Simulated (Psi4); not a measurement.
# C3H5Ga (SMILES C#[C][GaH][CH3]), step by step

Aim: a geometry optimisation (TPSSh-D3(BJ)/def2-SVP), then vibrational wavenumbers of C3H5Ga. Input form: a Python script.

The results are computed with Psi4 1.11.

## 1. The system as given

The species is C3H5Ga (9 atoms), meant as a singlet with charge 0. SMILES: `C#[C][GaH][CH3]`. Geometry: relaxed at PBE0-D4/def2-TZVP. The run starts from this shape.

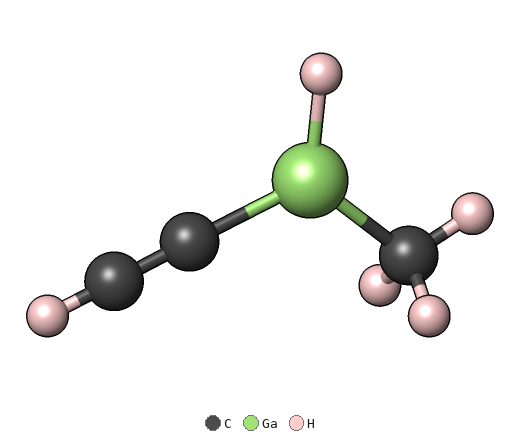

Viewed from a chosen angle; carbon dark grey, gallium green, hydrogen pink.

## 2. A structure relaxation at TPSSh-D3(BJ)/def2-SVP (density fitting) (run 1)

File c3h5ga.xyz:

```xyz
9
C3H5Ga
C      1.498700     0.816800    -2.138700
C      0.950000     0.745200    -1.062800
Ga     0.068800     0.611200     0.643700
C     -1.036100    -0.972500     0.966400
H      1.983700     0.883100    -3.086100
H      0.292600     1.783100     1.655500
H     -0.451400    -1.877200     0.782100
H     -1.435200    -1.006300     1.980000
H     -1.871000    -0.983500     0.260000
```

File job.py:

```python
import psi4

psi4.set_memory(1600000000)
psi4.set_num_threads(1)
psi4.core.set_output_file('run.log', False)

with open('c3h5ga.xyz') as f:
    atoms = ''.join(f.readlines()[2:])
mol = psi4.geometry('0 1\n' + atoms + '')

psi4.set_options(dict(basis='def2-SVP', geom_maxiter=60))

e_tot, wfn = psi4.optimize('TPSSH-D3BJ', return_wfn=True)
print(f'TPSSH-D3BJ energy: {e_tot:.10f} Eh')
print(mol.to_string(dtype='xyz', units='Angstrom'))
```

Launch:

```bash
$ python job.py
```

run.log:

```text
[...]
  Running in c1 symmetry.
[...]
  Nuclear repulsion =  215.078574160553387
[...]
  Multiplicity = 1
[...]
  Nalpha       = 27
  Nbeta        = 27
[...]
    Number of basis functions: 99
[...]
   @DF-RKS iter   1: -2039.83961267798691   -1.80202e+00   2.62577e-02 ADIIS/DIIS
[...]
   @DF-RKS iter   7: -2041.77793208412686   -4.54747e-12   6.66588e-09 DIIS
[...]
    Orbital Energies [Eh]
    ---------------------
    Doubly Occupied:
       1A   -372.260136     2A    -45.719219     3A    -40.457812
       4A    -40.453192     5A    -40.452677     6A    -10.127016
       7A    -10.118308     8A    -10.108413     9A     -5.435105
      10A     -3.723648    11A     -3.711523    12A     -3.709860
      13A     -0.788738    14A     -0.782656    15A     -0.781235
      16A     -0.779546    17A     -0.776879    18A     -0.701437
      19A     -0.654720    20A     -0.517638    21A     -0.438119
      22A     -0.385390    23A     -0.381442    24A     -0.317497
      25A     -0.289614    26A     -0.269201    27A     -0.254129
[...]
  @DF-RKS Final Energy: -2041.77793208412686
   => Energetics <=
    Nuclear Repulsion Energy =            213.9779415184538607
    One-Electron Energy =               -3265.6382731682638223
    Two-Electron Energy =                1093.8961138793595183
    DFT Exchange-Correlation Energy =     -84.0073169611602424
    Empirical Dispersion Energy =          -0.0063973525161178
    VV10 Nonlocal Energy =                  0.0000000000000000
    Total Energy =                      -2041.7779320841268600
[...]
 Multipole Moments:
 ------------------------------------------------------------------------------------
     Multipole            Electronic (a.u.)      Nuclear  (a.u.)        Total (a.u.)
 ------------------------------------------------------------------------------------
 L = 1.  Multiply by 2.5417464519 to convert [e a0] to [Debye]
 Dipole X            :          1.3665482           -1.5085159           -0.1419677
 Dipole Y            :          4.0797521           -4.3305151           -0.2507630
 Dipole Z            :          2.3817093           -2.4038693           -0.0221600
 Magnitude           :                                                    0.2890121
[...]
  -Total Gradient:
     Atom            X                  Y                   Z
    ------   -----------------  -----------------  -----------------
       1        0.000010727423     0.000021358918     0.000000631455
       2       -0.000015522989    -0.000049440625    -0.000054251476
       3        0.000057729179     0.000059947883     0.000028902209
       4       -0.000014728338     0.000006259485    -0.000011724940
       5       -0.000000993245    -0.000013244742    -0.000010453631
       6        0.000006874804     0.000003937276    -0.000027657889
       7        0.000028626495     0.000003226870    -0.000015665372
       8        0.000000942430     0.000000135277    -0.000002683269
       9       -0.000001271942     0.000005305613    -0.000018663425
[...]
    Final optimized geometry and variables:
    Molecular point group: c1
    Full point group: C1
    Geometry (in Angstrom), charge = 0, multiplicity = 1:
    C            1.324352555493     0.386011792609    -2.326891797907
    C            0.768785095903     0.312505425052    -1.238014069166
    GA          -0.115474433806     0.174552736347     0.470968687462
    C           -1.227036793496    -1.415482244457     0.799015180170
    H            1.813379613207     0.453330567544    -3.282109859689
    H            0.108435049858     1.348349369030     1.482433181144
    H           -0.637838511781    -2.328953975272     0.614426685810
    H           -1.629658661600    -1.448100025926     1.821893483010
    H           -2.069487427217    -1.425580493539     0.086598476973
[...]
```

On the terminal:

```text
Some dependencies such as QCElemental have not yet finished migration to pydantic v2. If issues are encountered please downgrade pydantic or upgrade QCElemental as appropriate
Interior angle of 179.8 for bend B([4, 0, 2]) can't work in good torsion
AlgError: Exception created. Mesg: Could not compute T([4, 0, 2, 3]). Problem computing interior bend.
AlgError: Linear bends detected.
[4, 0, 2]
Interior angle of 179.8 for bend B([4, 0, 2]) can't work in good torsion
AlgError: Exception created. Mesg: Could not compute T([4, 0, 2, 5]). Problem computing interior bend.
AlgError: Linear bends detected.
[4, 0, 2]
	Energy has increased in a minimization.
	Energy ratio indicates iffy step.
	Intrafrag trust radius decreased to   0.25.
	Previous geometry is closer to target in internal coordinates, so using that one.

	Best geometry has RMS(Delta(q)) = 1.04e-08

Optimizer: Optimization complete!
TPSSH-D3BJ energy: -2041.7779320841 Eh
9
0 1 C3GaH5
C                     1.324352555493     0.386011792609    -2.326891797907
C                     0.768785095903     0.312505425052    -1.238014069166
Ga                   -0.115474433806     0.174552736347     0.470968687462
C                    -1.227036793496    -1.415482244457     0.799015180170
H                     1.813379613207     0.453330567544    -3.282109859689
H                     0.108435049858     1.348349369030     1.482433181144
H                    -0.637838511781    -2.328953975272     0.614426685810
H                    -1.629658661600    -1.448100025926     1.821893483010
H                    -2.069487427217    -1.425580493539     0.086598476973
```

Run time: 50 s. Hardware: 1 thread of Intel Xeon 6975P-C (Granite Rapids), shared host; peak memory 1.3 GiB.

The path in brief:

```
step  energy from the first frame kept (eV)  largest force (eV/Å)
   0                                 0.0000                1.4497
   1                                -0.0184                0.0805
   2                                -0.0184                0.0091
   3                                -0.0184                0.0265
   4                                -0.0184                0.0045
```

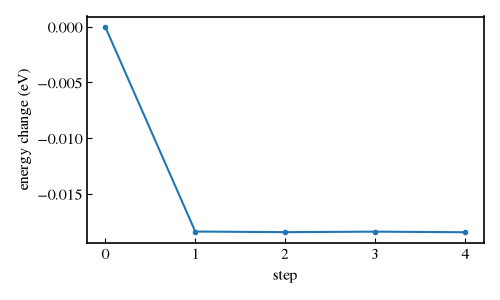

Energy along the run.

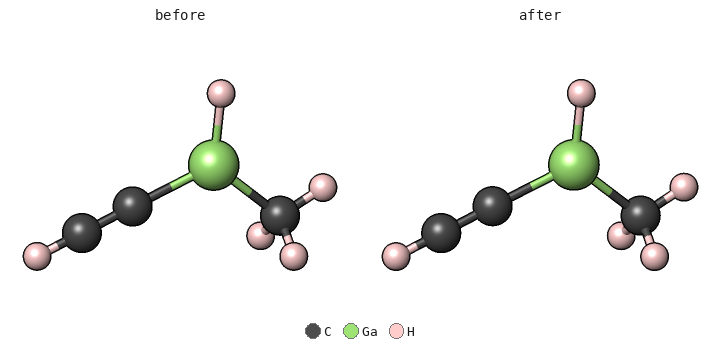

Before and after, at one scale.

After the run. Bond lengths: C1–C2 1.225 Å, C2–Ga3 1.929 Å, Ga3–C4 1.968 Å, C1–H5 1.075 Å, Ga3–H6 1.566 Å, C4–H7 1.103 Å, C4–H8 1.100 Å, C4–H9 1.103 Å. Some angles: C1–C2–Ga3 179.3°, C2–Ga3–C4 117.7°, C2–C1–H5 179.8°, C2–Ga3–H6 116.9°, C4–Ga3–H6 125.4°, Ga3–C4–H7 109.9°, Ga3–C4–H8 112.7°, Ga3–C4–H9 109.3°, H7–C4–H8 109.1°, H7–C4–H9 107.0°.

## 3. The harmonic vibrations at TPSSh-D3(BJ)/def2-SVP (density fitting) (run 2)

File calc.py:

```python
import psi4

psi4.set_memory(1600000000)
psi4.set_num_threads(1)
psi4.core.set_output_file('output.dat', False)

m = psi4.geometry("""
0 1
C      1.508051     0.822435    -2.152744
C      0.952484     0.748928    -1.063866
Ga     0.068224     0.610976     0.645117
C     -1.043338    -0.979059     0.973163
H      1.997078     0.889753    -3.107962
H      0.292134     1.784772     1.656581
H     -0.454140    -1.892531     0.788575
H     -1.445960    -1.011677     1.996042
H     -1.885789    -0.989158     0.260747
""")

psi4.set_options({
    'basis': 'def2-SVP',
    'reference': 'rks',
    't': 900.0,
    'rotational_symmetry_number': 1,
})

E = psi4.frequency("tpssh-d3bj")
print('E =', round(E, 9))
for k in ('ZPVE', 'ENTHALPY', 'GIBBS FREE ENERGY'):
    print(f'{k}: {psi4.variable(k):.8f} Eh')
```

Launch:

```bash
$ python calc.py
```

output.dat (excerpt; [...] marks lines left out):

```text
[...]
  Running in c1 symmetry.
[...]
  Nuclear repulsion =  213.977935153318100
[...]
  Multiplicity = 1
[...]
  Nalpha       = 27
  Nbeta        = 27
[...]
    Number of basis functions: 99
[...]
   @DF-RKS iter   1: -2039.84535305806730   -1.84342e+00   2.62334e-02 ADIIS/DIIS
[...]
   @DF-RKS iter  13: -2041.77792889460216   -1.27329e-11   5.73771e-09 DIIS
[...]
  @DF-RKS Final Energy: -2041.77792889460216
   => Energetics <=
    Nuclear Repulsion Energy =            213.9661996665568893
    One-Electron Energy =               -3265.6157711772093535
    Two-Electron Energy =                1093.8844316151814837
    DFT Exchange-Correlation Energy =     -84.0063916756469098
    Empirical Dispersion Energy =          -0.0063973234841911
    VV10 Nonlocal Energy =                  0.0000000000000000
    Total Energy =                      -2041.7779288946021552
[...]
 Multipole Moments:
[...]
  -Total Gradient:
     Atom            X                  Y                   Z
    ------   -----------------  -----------------  -----------------
       1        0.000011059045     0.000021806569     0.000000805996
       2       -0.000012312917    -0.000050269128    -0.000050686797
       3        0.000039303780     0.000056984108     0.000020223342
       4        0.000767163167     0.000030151292    -0.000474919931
       5       -0.000001513696    -0.000013278718    -0.000010414303
       6        0.000009696788     0.000003293957    -0.000026908835
       7        0.000011951705     0.000009889515    -0.000036441997
       8       -0.000270509374    -0.000020082167     0.001124232074
       9       -0.000482380321    -0.000000874392    -0.000657465966
[...]
  ==> Harmonic Vibrational Analysis <==
[...]
  Freq [cm^-1]                 15.8940i            107.1016            194.4812
[...]
  IR activ [km/mol]             0.0022              0.0722              4.3019
[...]
  Freq [cm^-1]                 277.5595            403.0360            476.7214
[...]
  IR activ [km/mol]            22.5027             42.9881             61.9660
[...]
  Freq [cm^-1]                 706.2885            752.2803            772.4422
[...]
  IR activ [km/mol]            53.9592             38.5009             87.1299
[...]
  Freq [cm^-1]                1232.1358           1445.0663           1449.5281
[...]
  Freq [cm^-1]                1987.5685           2097.0022           3029.2787
[...]
  Freq [cm^-1]                3115.2958           3144.9510           3450.1423
[...]
```

The script printed:

```text
Warning: thermodynamics relations excluded imaginary frequencies: ['15.8940i']
Warning: used thermodynamics relations inappropriate for low-frequency modes: ['107.1016' '194.4812' '277.5595' '403.0360' '476.7214' '570.6596']
E = -2041.777932087
ZPVE: 0.06046775 Eh
ENTHALPY: -2041.68196608 Eh
GIBBS FREE ENERGY: -2041.83716623 Eh
```

It took 10 min on 1 thread of Intel Xeon 6975P-C (Granite Rapids), shared host; peak memory 1.3 GiB.

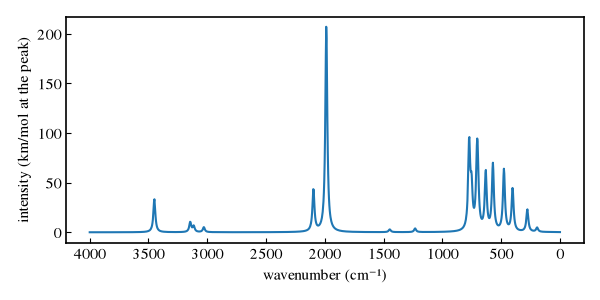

Harmonic infrared spectrum, unscaled, lines broadened by 10 cm⁻¹.

## 4. Outcome

```
                                                 quantity                 value
    run 1, TPSSh-D3(BJ)/def2-SVP: total energy at the end        -2041.77793 Eh
              run 1, TPSSh-D3(BJ)/def2-SVP: dipole moment                0.73 D
                run 1, TPSSh-D3(BJ)/def2-SVP: HOMO energy              -6.92 eV
                run 1, TPSSh-D3(BJ)/def2-SVP: LUMO energy              -1.88 eV
              run 1, TPSSh-D3(BJ)/def2-SVP: HOMO–LUMO gap               5.04 eV
          run 1, TPSSh-D3(BJ)/def2-SVP: dispersion energy         -16.80 kJ/mol
 run 2, TPSSh-D3(BJ)/def2-SVP: lowest harmonic wavenumber  16i cm⁻¹ (imaginary)
run 2, TPSSh-D3(BJ)/def2-SVP: highest harmonic wavenumber             3450 cm⁻¹
```

In words: The optimisation (run 1, TPSSh-D3(BJ)/def2-SVP) took 5 steps and changed the energy by -0.018 eV. 1 mode is imaginary (lowest 16i cm⁻¹); so small a value may be numerical noise or a very soft motion.
